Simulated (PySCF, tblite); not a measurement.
# B3H2O5 radical, a small gas-phase stand-in for a defect centre (boron oxide ring): EPR parameters

Wanted: the EPR parameters for `[O]OB1OBOBO1`. It is drawn as: peroxy radical.

Computed with tblite 0.8.0 and PySCF 2.14.0; each step states its level. No surroundings beyond the atoms listed, unless a continuum is named. Atoms count from 0, parts from 1.

## Step 1: Starting point

10 atoms, charge 0, multiplicity 2; geometry: distance geometry start.

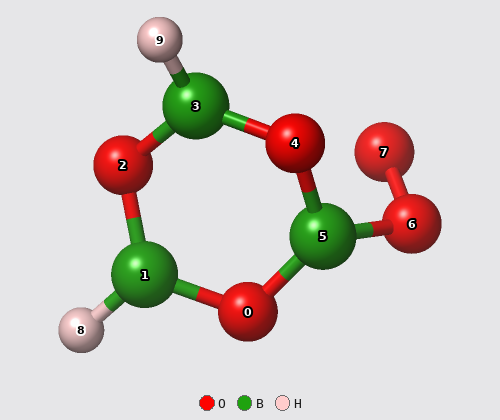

The starting geometry (oxygen red, boron green, hydrogen pink), atoms numbered.

## Step 2: Geometry optimisation with GFN2-xTB

Job settings and geometry (Å):

```
{"job": {"kind": "relax", "xc": "GFN2-xTB", "basis": "xTB"}, "charge": 0, "multiplicity": 2}
O     -0.264449    -1.449949    -0.254112
B      1.026827    -1.152149     0.302757
O      1.369624     0.203753     0.719305
B      0.778990     1.216380    -0.141745
O     -0.350783     0.969047    -1.004758
B     -1.007060    -0.297833    -0.697080
O     -2.387046    -0.146009    -0.188673
O     -2.271353     0.580275     0.908441
H      1.621319    -2.042159     0.807419
H      1.508160     2.122202    -0.463193
```

Method: GFN2-xTB geometry optimisation, gas phase.

On the command line:

```console
$ OMP_NUM_THREADS=1 python cluster_run.py task.json out
```

This one command runs all jobs of the session in turn.

Output:

```text
step      E/eV     max force
  0    -683.63880    3.982
  1    -684.32567    2.460
  2    -684.77031    1.718
  3    -684.86005    0.684
  4    -684.90259    0.523
  5    -684.94975    0.499
  6    -684.96510    0.500
  7    -684.99534    0.477
  8    -685.03320    0.662
  9    -685.09128    0.834
 10    -685.13967    0.680
 11    -685.18092    0.607
 12    -685.21348    0.660
 13    -685.24741    0.494
 14    -685.27511    0.446
 15    -685.30764    0.579
 16    -685.33086    1.713
 17    -685.40959    1.552
 18    -685.47773    0.869
 19    -685.42840    2.274
 20    -685.52833    1.198
 21    -685.56461    0.303
 22    -685.57871    0.271
 23    -685.58955    0.306
 24    -685.59727    0.290
 25    -685.60266    0.249
 26    -685.60533    0.195
 27    -685.60934    0.218
 28    -685.61467    0.297
 29    -685.62077    0.263
 30    -685.62539    0.149
 31    -685.62839    0.166
 32    -685.63021    0.209
 33    -685.63229    0.186
 34    -685.63394    0.106
 35    -685.63492    0.069
 36    -685.63544    0.075
 37    -685.63584    0.066
 38    -685.63621    0.042
 39    -685.63644    0.031
 40    -685.63656    0.026
 41    -685.63663    0.024
 42    -685.63668    0.023
 43    -685.63672    0.014
 44    -685.63674    0.012
 45    -685.63675    0.010
 46    -685.63677    0.009
 47    -685.63678    0.010
 48    -685.63679    0.011
 49    -685.63680    0.008
 50    -685.63681    0.008
```

It took 0.86 s on 1 thread of Arm Neoverse V2, shared host.

Step by step:

| step | energy from step 0 (eV) | largest force (eV/Å) |
| --- | --- | --- |
| 0 | 0.0000 | 3.9821 |
| 2 | -1.1315 | 1.7183 |
| 4 | -1.2638 | 0.5230 |
| 6 | -1.3263 | 0.4994 |
| 8 | -1.3944 | 0.6619 |
| 10 | -1.5009 | 0.6800 |
| 12 | -1.5747 | 0.6603 |
| 14 | -1.6363 | 0.4459 |
| 16 | -1.6921 | 1.7127 |
| 18 | -1.8389 | 0.8682 |
| 20 | -1.8895 | 1.1981 |
| 22 | -1.9399 | 0.2706 |
| 24 | -1.9585 | 0.2899 |
| 26 | -1.9665 | 0.1945 |
| 28 | -1.9759 | 0.2967 |
| 30 | -1.9866 | 0.1488 |
| 32 | -1.9914 | 0.2094 |
| 34 | -1.9951 | 0.1060 |
| 36 | -1.9966 | 0.0748 |
| 38 | -1.9974 | 0.0429 |
| 40 | -1.9978 | 0.0258 |
| 42 | -1.9979 | 0.0241 |
| 44 | -1.9979 | 0.0114 |
| 46 | -1.9980 | 0.0093 |
| 48 | -1.9980 | 0.0106 |
| 50 | -1.9980 | 0.0073 |

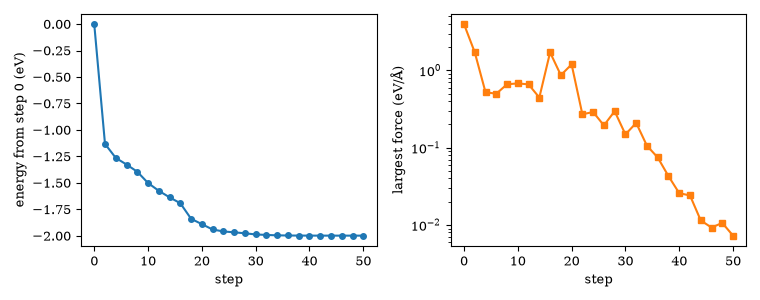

Energy and force, step by step.

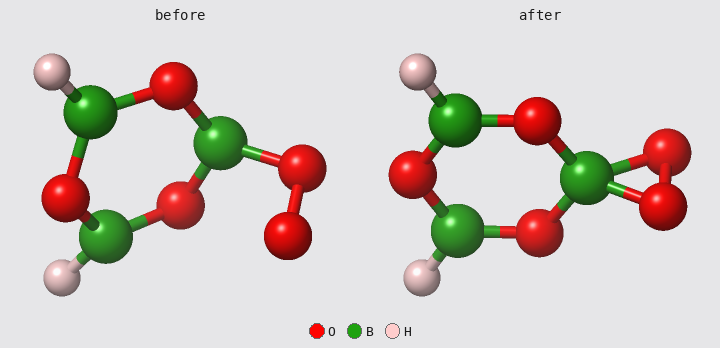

Before and after, at one scale.

Distances of close pairs at the start and the end, largest changes first:

| bond | before (Å) | after (Å) | change (Å) |
| --- | --- | --- | --- |
| B5–O7 | 2.224 | 1.439 | -0.785 |
| B3–O4 | 1.443 | 1.323 | -0.120 |
| O0–B1 | 1.437 | 1.323 | -0.114 |
| B1–O2 | 1.459 | 1.368 | -0.091 |
| O2–B3 | 1.455 | 1.368 | -0.086 |
| B5–O6 | 1.478 | 1.438 | -0.040 |
| O4–B5 | 1.460 | 1.421 | -0.039 |
| O6–O7 | 1.321 | 1.358 | +0.038 |

Bonds that formed: B5–O7.

## Step 3: Geometry optimisation at PBE0-D3(BJ)/def2-SVP

Job settings and geometry (Å):

```
{"job": {"xc": "PBE0", "basis": "def2-SVP", "d3": "d3bj", "grid": 2, "kind": "geom", "shake": 0.01}, "charge": 0, "multiplicity": 2}
O     -0.336258    -1.165033     0.329086
B      0.958865    -1.105616     0.381600
O      1.649987     0.027646     0.066153
B      0.987526     1.137469    -0.300792
O     -0.370032     1.118746    -0.370572
B     -1.151746    -0.016413    -0.054787
O     -2.373302    -0.240600    -0.756507
O     -2.430851     0.158797     0.537182
H      1.563801    -2.052621     0.727508
H      1.543561     2.112043    -0.557399
```

Output:

```text
step   0  E = -451.21596358  max force = 0.119346
step   1  E = -451.19476289  max force = 0.148014
step   2  E = -451.22465269  max force = 0.074678
step   3  E = -451.23264739  max force = 0.035059
step   4  E = -451.23464711  max force = 0.011159
step   5  E = -451.23514561  max force = 0.005083
step   6  E = -451.23522446  max force = 0.001492
step   7  E = -451.23523091  max force = 0.000417
optimisation converged
```

Run time: 1.8 min. Hardware: 1 thread of Arm Neoverse V2, shared host; peak memory 0.68 GiB.

Along the way: (the energy doesn't fall at every step)

| step | energy from step 0 (eV) | largest force component (eV/Å) |
| --- | --- | --- |
| 0 | 0.0000 | 6.1370 |
| 1 | 0.5769 | 7.6112 |
| 2 | -0.2364 | 3.8401 |
| 3 | -0.4540 | 1.8028 |
| 4 | -0.5084 | 0.5738 |
| 5 | -0.5220 | 0.2614 |
| 6 | -0.5241 | 0.0767 |
| 7 | -0.5243 | 0.0214 |

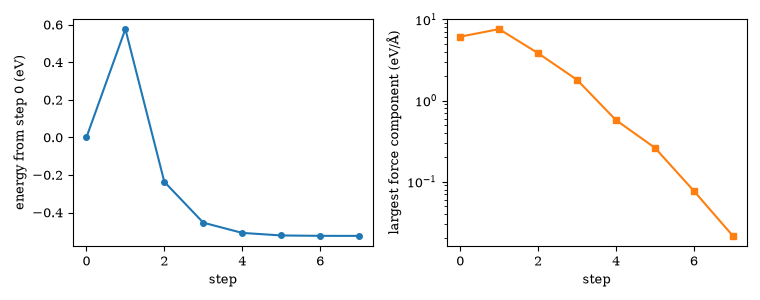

Energy and force, step by step.

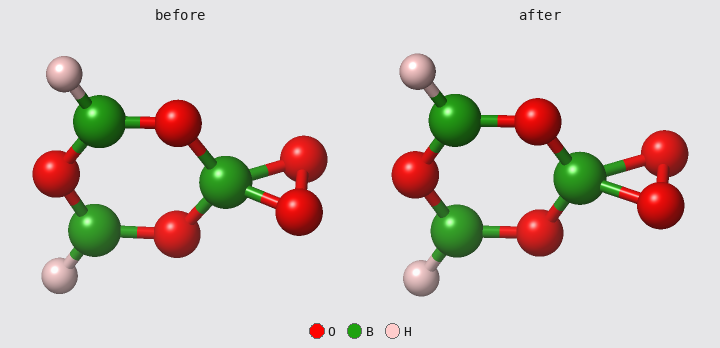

Before and after, at one scale.

Close pairs (by a distance rule), those that changed most:

| bond | before (Å) | after (Å) | change (Å) |
| --- | --- | --- | --- |
| B5–O7 | 1.420 | 1.518 | +0.098 |
| B5–O6 | 1.426 | 1.522 | +0.096 |
| O0–B5 | 1.460 | 1.380 | -0.080 |
| O0–B1 | 1.298 | 1.366 | +0.068 |
| B3–H9 | 1.151 | 1.202 | +0.051 |
| O4–B5 | 1.414 | 1.380 | -0.034 |
| O2–B3 | 1.344 | 1.373 | +0.030 |
| O6–O7 | 1.355 | 1.326 | -0.029 |

The next job starts from the end point, and lists it.

| at the end point | value |
| --- | --- |
| point group (found at 0.08 Å tolerance) | C2v |
| rotational constants (GHz, main isotopes) | 4.969, 1.881, 1.477 |
| dipole moment (D) | 0.32 |
| ⟨S²⟩ | 0.755 |

## Step 4: g tensor and hyperfine couplings: B3LYP/IGLO-III+pcH-1

Job settings and geometry (Å):

```
{"job": {"kind": "epr"}, "charge": 0, "multiplicity": 2}
O     -0.341345    -1.164395     0.334857
B      1.021670    -1.093018     0.385787
O      1.652702     0.080709     0.054511
B      0.936615     1.188596    -0.326786
O     -0.426842     1.126027    -0.379120
B     -1.063530    -0.052316    -0.048068
O     -2.395343    -0.317819    -0.735896
O     -2.462082     0.074495     0.529291
H      1.664254    -2.052181     0.719833
H      1.505949     2.207648    -0.612418
```

Method: UKS B3LYP, IGLO-III on B O, pcH-1 on H, non-relativistic, mean-field spin-orbit, GIAO.

Output:

```text
UKS, coarse grid
  cycle   1  E = -452.04305689  |g| = 8.29e-01
  cycle   2  E = -451.70093912  |g| = 1.28e+00
  cycle   3  E = -452.26290831  |g| = 9.31e-02
  cycle   4  E = -452.26545614  |g| = 4.42e-02
  cycle   5  E = -452.26612567  |g| = 1.20e-02
  cycle   6  E = -452.26616217  |g| = 6.17e-03
  cycle   7  E = -452.26617490  |g| = 1.45e-03
  cycle   8  E = -452.26617514  |g| = 1.55e-03
  cycle   9  E = -452.26617515  |g| = 3.07e-04
UKS, final grid
  cycle   1  E = -452.26616367  |g| = 6.82e-04
  cycle   2  E = -452.26616273  |g| = 1.82e-03
  cycle   3  E = -452.26616382  |g| = 1.11e-04
  cycle   4  E = -452.26616382  |g| = 2.59e-05
E = -452.26616382 Eh   <S^2> = 0.7546 (exact 0.7500)
g shifts (ppm)      1          2          3
  rmc          -360       -360       -360
  gc              9         66         68
  oz_so         111       6913      18717
  total        -239       6620      18426
hyperfine (MHz)  atom isotope    a_iso     a_fc   dipolar eigenvalues
    0   17O       5.47       5.47     -1.23      0.07      1.16
    1   11B      -0.86      -0.86     -0.57     -0.18      0.75
    2   17O       0.06       0.06     -0.37      0.03      0.34
    3   11B      -0.86      -0.86     -0.57     -0.18      0.75
    4   17O       5.46       5.46     -1.22      0.06      1.15
    5   11B     -11.36     -11.36     -3.82     -3.71      7.53
    6   17O     -41.42     -41.42   -180.30     87.64     92.65
    7   17O     -41.30     -41.30   -179.45     87.24     92.21
    8    1H      -0.31      -0.31     -0.82     -0.72      1.54
    9    1H      -0.30      -0.30     -0.81     -0.72      1.54
```

Wall time 68 s (1 thread of Arm Neoverse V2, shared host); peak memory 1.1 GiB.

Principal g values 2.00208, 2.00894, 2.02074; g(iso) = 2.01059, against 2.00232 for a free electron.

Mean a(iso) over the nuclei that a row names, and the largest dipolar term of the row (other rows stand at the frozen geometry):

| nuclei | isotope | a(iso) (MHz) | a(iso) (G, at g = 2.0023) | largest dipolar term (MHz) |
| --- | --- | --- | --- | --- |
| O6, O7 | 17O | -41.4 | -14.8 | -180.3 |
| B5 | 11B | -11.4 | -4.1 | 7.5 |
| O0, O4 | 17O | 5.5 | 1.9 | -1.2 |
| B1, B3 | 11B | -0.9 | -0.3 | 0.8 |
| H8, H9 | 1H | -0.3 | -0.1 | 1.5 |
| O2 | 17O | 0.1 | 0.0 | -0.4 |

Mulliken spin populations:

| atom | value (e) |
| --- | --- |
| O0 | 0.00 |
| B1 | 0.00 |
| O2 | 0.00 |
| B3 | 0.00 |
| O4 | 0.00 |
| B5 | -0.03 |
| O6 | 0.51 |
| O7 | 0.51 |
| H8 | 0.00 |
| H9 | 0.00 |

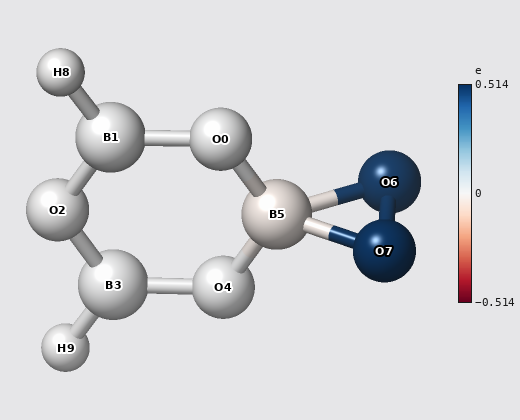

Mulliken spin populations, as colours on the atoms.

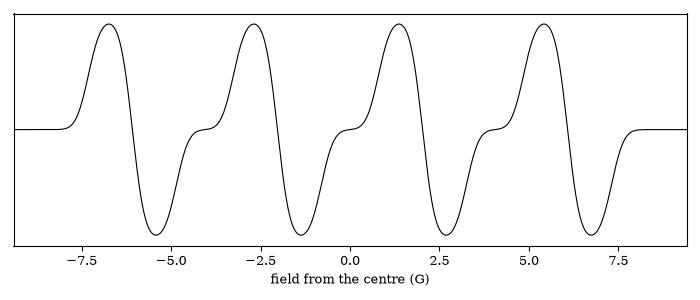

First-order isotropic spectrum (first derivative, main isotopes with spin only, couplings over 0.8 MHz, Gaussian width 0.3 G; couplings of the frozen geometry, rotation of groups not averaged beyond the rows shown).

The fields below are evaluated on a grid from the run's orbitals.

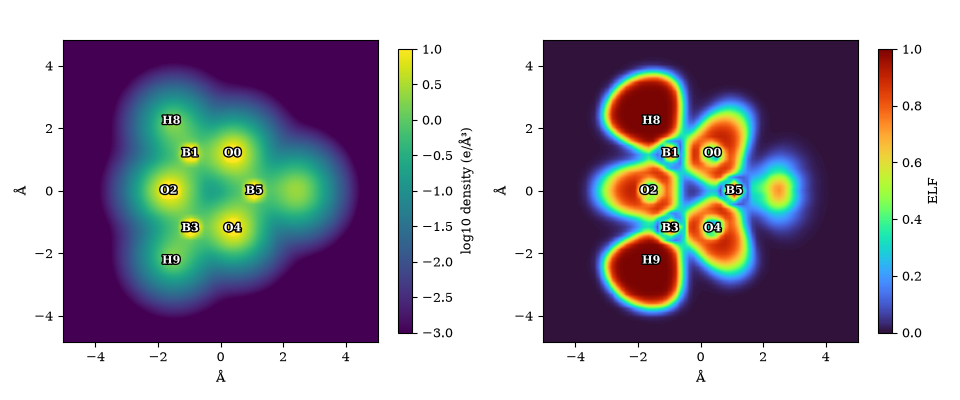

Density (left) and ELF (right) in a plane through or near 8 of the atoms.

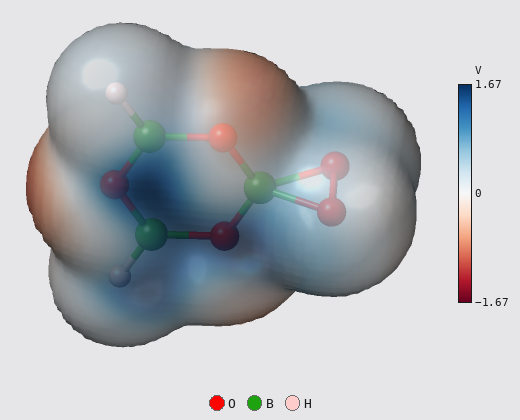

The potential that a unit positive charge feels on the 0.002 e/bohr³ surface, from -0.82 V near O2 to 1.67 V near B5.

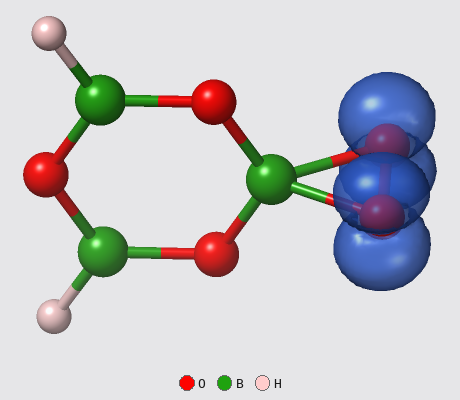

Spin density at ±0.08 e/Å³ (alpha excess blue, beta excess red).

## Step 5: EPR parameters: BHandHLYP/IGLO-III+pcH-1

Settings changed since step 4:

```diff
@@ -1,2 +1,2 @@
-{"job": {"kind": "epr"}, "charge": 0, "multiplicity": 2}
+{"job": {"kind": "epr", "xc": "BHandHLYP"}, "charge": 0, "multiplicity": 2}
 O     -0.341345    -1.164395     0.334857
```

Method: UKS BHandHLYP, IGLO-III on B O, pcH-1 on H, non-relativistic, mean-field spin-orbit, GIAO.

Output:

```text
UKS, coarse grid
  cycle   1  E = -451.85810609  |g| = 7.22e-01
  cycle   2  E = -451.85573924  |g| = 7.57e-01
  cycle   3  E = -452.03853318  |g| = 4.98e-02
  cycle   4  E = -452.03950653  |g| = 1.74e-02
  cycle   5  E = -452.03964252  |g| = 5.38e-03
  cycle   6  E = -452.03965688  |g| = 1.93e-03
  cycle   7  E = -452.03965839  |g| = 1.10e-03
  cycle   8  E = -452.03965946  |g| = 3.43e-04
UKS, final grid
  cycle   1  E = -452.03965119  |g| = 3.37e-04
  cycle   2  E = -452.03965119  |g| = 4.28e-04
  cycle   3  E = -452.03965124  |g| = 6.58e-05
  cycle   4  E = -452.03965125  |g| = 6.63e-05
  cycle   5  E = -452.03965125  |g| = 1.88e-05
E = -452.03965125 Eh   <S^2> = 0.7599 (exact 0.7500)
g shifts (ppm)      1          2          3
  rmc          -375       -375       -375
  gc              8         68         68
  oz_so          58       8618      20160
  total        -309       8311      19853
hyperfine (MHz)  atom isotope    a_iso     a_fc   dipolar eigenvalues
    0   17O       8.21       8.21     -0.71     -0.07      0.79
    1   11B      -1.26      -1.26     -0.50     -0.24      0.74
    2   17O       0.06       0.06     -0.35      0.05      0.30
    3   11B      -1.25      -1.25     -0.50     -0.24      0.74
    4   17O       8.20       8.20     -0.70     -0.08      0.78
    5   11B     -12.95     -12.95     -3.93     -3.74      7.67
    6   17O     -70.17     -70.17   -186.88     89.65     97.22
    7   17O     -69.88     -69.88   -185.61     89.04     96.57
    8    1H      -0.30      -0.30     -0.79     -0.70      1.49
    9    1H      -0.30      -0.30     -0.79     -0.70      1.49
```

Run time: 70 s. Hardware: 1 thread of Arm Neoverse V2, shared host; peak memory 0.97 GiB.

In short: g(iso) 2.01160.

## Step 6: Side by side: EPR parameters

g, ⟨S²⟩ and isotropic hyperfine couplings (MHz), with basis size and wall time:

| run | g(iso) | ⟨S²⟩ | 17O O6 (mean) | 11B B5 | 17O O0 (mean) | 11B B1 (mean) | 1H H8 (mean) | functions | time |
| --- | --- | --- | --- | --- | --- | --- | --- | --- | --- |
| B3LYP/IGLO-III+pcH-1 | 2.01059 | 0.755 | -41.4 | -11.4 | 5.5 | -0.9 | -0.3 | 300 | 68 s |
| BHandHLYP/IGLO-III+pcH-1 | 2.01160 | 0.760 | -70.0 | -13.0 | 8.2 | -1.3 | -0.3 | 300 | 70 s |

## Step 7: What came out

| quantity | value |
| --- | --- |
| point group | C2v |
| rotational constants (main isotopes) | 4.97, 1.88, 1.48 GHz |
| g(iso) (B3LYP) | 2.01059 |
| ⟨S²⟩ | 0.755 (exact 0.75) |
| largest a(iso) (averaged by class) | 17O on O6, O7, -41.4 MHz |
| potential on the surface of density 0.002 e/bohr³, 1st and 99th percentile | -0.82 V and 1.67 V |

What this shows: New bonds formed on relaxing, so the results belong to the rearranged structure. The start of the PBE0/def2-SVP relaxation was shaken at random by about 0.01 Å, so part of the energy gained, and of the first lengths quoted, undoes that. Over 7 steps the energy fell by 0.524 eV; of the close pairs, B5–O7 changed most, 1.420 to 1.518 Å (PBE0/def2-SVP). The largest spin populations lie on O6 (0.51 e), O7 (0.51 e). The isotropic g lies 8.3 ppt above the free-electron value. The coupling of 17O on O6 runs from -70.0 (BHandHLYP/IGLO-III+pcH-1) to -41.4 MHz (B3LYP/IGLO-III+pcH-1).
